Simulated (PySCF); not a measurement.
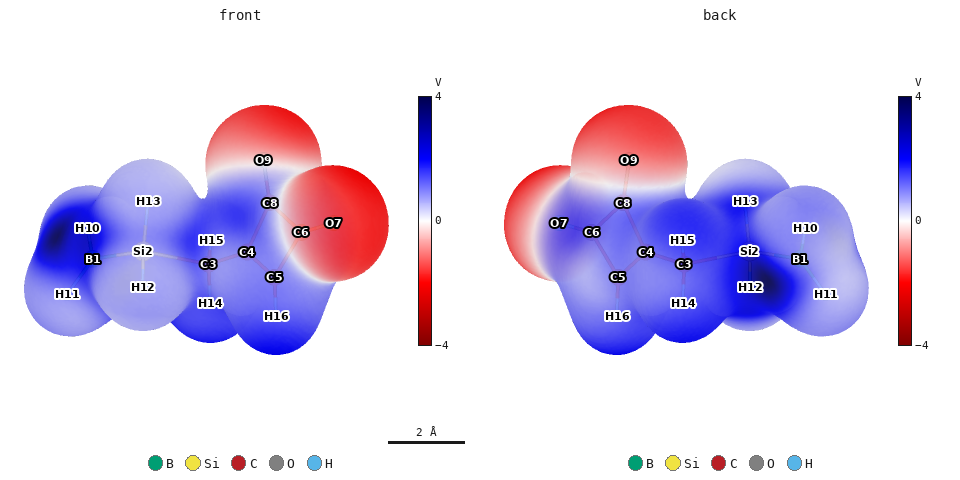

The picture shows: C5H7BO2Si. The molecular electrostatic potential painted on the density surface at 0.004 e/bohr³, seen from the front and from behind; the colour scale runs from red (negative) to blue (positive).

Geometry: GFN2-xTB.

The calculation used PBE0/pcSseg-1, SCF density, gas phase, non-relativistic in PySCF.

```xyz
16

B     3.2946    0.2410    0.2495
Si    1.4231    0.7888    0.0846
C     0.3616   -0.8567    0.2098
C    -1.0281   -0.4773    0.2818
C    -2.0604   -0.3022   -0.6009
C    -3.0172    0.1281    0.4292
O    -4.1755    0.4339    0.4711
C    -1.8577   -0.0168    1.4388
O    -1.6540    0.1731    2.6029
H     3.7458   -0.0735    1.2805
H     4.0076    0.1966   -0.6753
H     0.9702    1.3889   -1.1848
H     0.8907    1.6712    1.1326
H     0.5724   -1.4827   -0.6551
H     0.6669   -1.3651    1.1217
H    -2.1477   -0.4384   -1.6630
```

Q: Which sites attract a positive test charge, and which a negative one?

A: A positive charge is drawn to the negative regions and a negative charge to the positive ones. The most negative region (about −1.9 V, or −44 kcal/mol for a unit charge) lies over O7, the most positive (about +3.7 V, or +85 kcal/mol for a unit charge) over B1. O7 is the likeliest acceptor of a hydrogen bond.

Q: What dipole moment does the calculation give?

A: Its dipole moment is 6.21 D.
